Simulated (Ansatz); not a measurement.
H3OSi (SMILES [OH2+][SiH]) (charge +1)

```yaml
atoms:
  - { symbol: O, position_ang: [-0.3393, 0.2180, -0.6266] }
  - { symbol: Si, position_ang: [-1.1493, -0.3672, 0.9800] }
  - { symbol: H, position_ang: [0.0101, 1.1088, -0.8204] }
  - { symbol: H, position_ang: [-0.2150, -0.3647, -1.3992] }
  - { symbol: H, position_ang: [-0.9208, 1.0426, 1.5006] }
```

Geometry: PBE0-D3(BJ)/def2-SVP.

Computed with isolated molecule in a Gaussian basis; Kohn-Sham density functional theory, functional PBE0 in Ansatz.

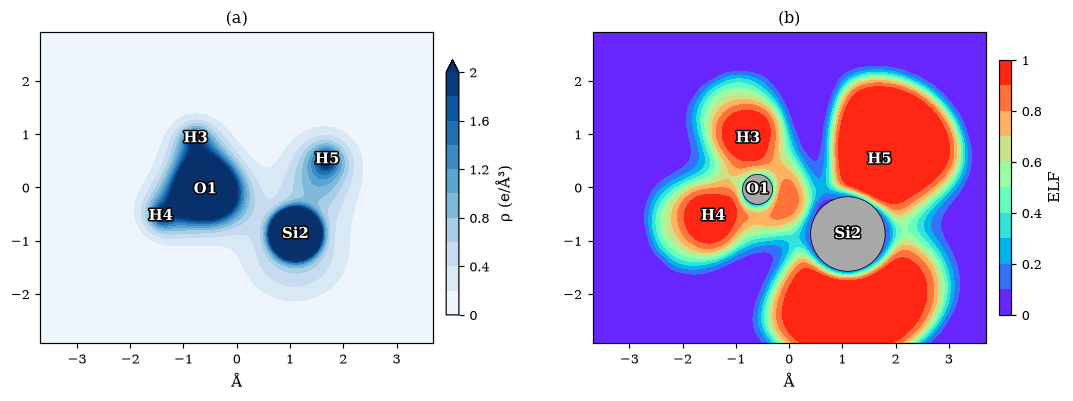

Figure 1. (a) electron density; (b) electron localisation function on the molecular plane. Grey discs cover the atomic cores in the ELF map.

Read the bonding off the picture.

Answer.
- The section cuts through O, Si and H sites.
- Si–O (1.89 Å): the density is about 0.64 e/Å³ at the midpoint; the ELF peaks at about 0.90 between the atoms, as expected for a shared but strongly polarised pair.
- O–H (0.98 Å): ρ at the midpoint is about 3.8 e/Å³; the ELF climbs to about 1 towards the hydrogen, as it does in any bond to H (a covalent bond by its length).
- Si–H (1.52 Å): ρ is about 0.84 e/Å³ halfway; the ELF climbs to about 1 towards the hydrogen.
- The ELF also peaks beside Si2, away from the bonds: lone-pair regions.

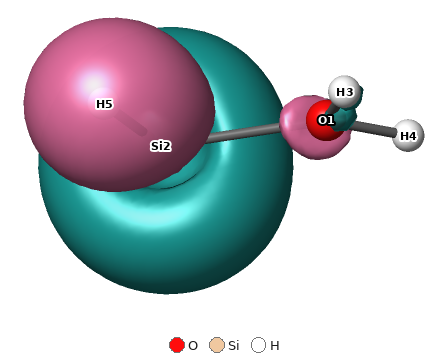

Figure 2. The HOMO at ±0.15 Å⁻³ᐟ² (teal and pink are the two phases), seen from one side.

Describe this orbital and give its energy.

Answer. By Hirshfeld shares it lies mainly on Si2 (about 75 %) and H5 (about 20 %); it is symmetric in the molecular plane (an in-plane orbital: σ, lone-pair or in-plane π type). Its energy is −13.35 eV.
